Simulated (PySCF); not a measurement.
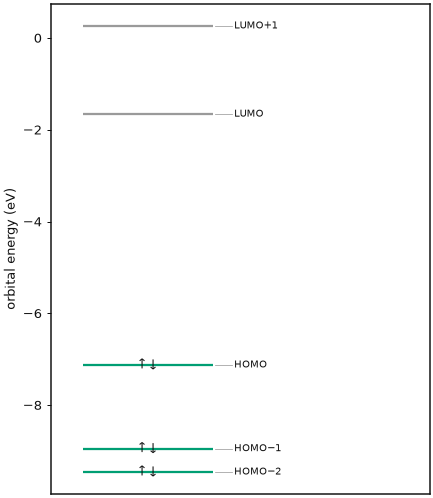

Kohn-Sham orbital energies near the frontier, PBE0/def2-SVPD, PySCF, at a GFN2-xTB geometry (no frequency check), isolated molecule; empty levels in grey, levels within 0.03 eV side by side.

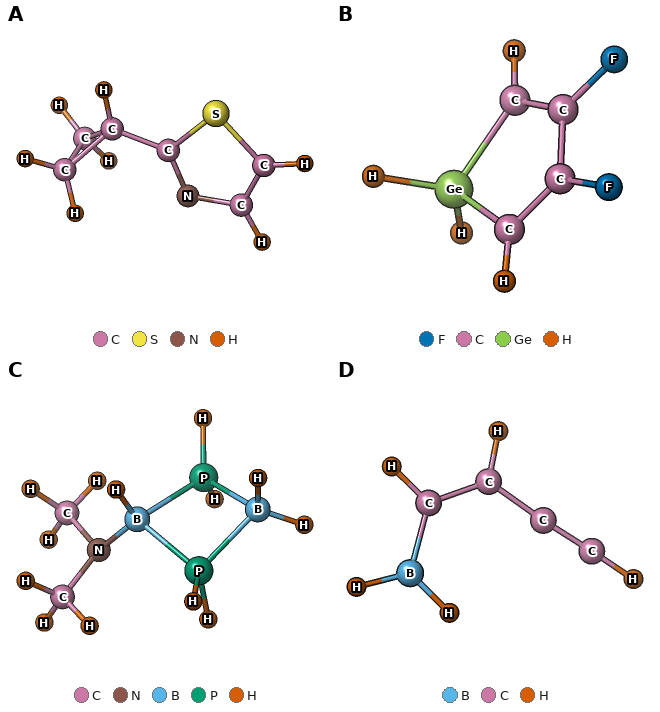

Which molecule has this level scheme? Choose among the lettered structures.

Answer. Structure B, C₄H₄F₂Ge, SMILES FC1=[CH][GeH2][CH]=C1F, singlet. HOMO −7.12 eV, LUMO −1.66 eV, separation 5.47 eV.

Caveats: the tight-binding geometry is rougher than a DFT one and adds to the error; empty levels above zero depend strongly on the basis.
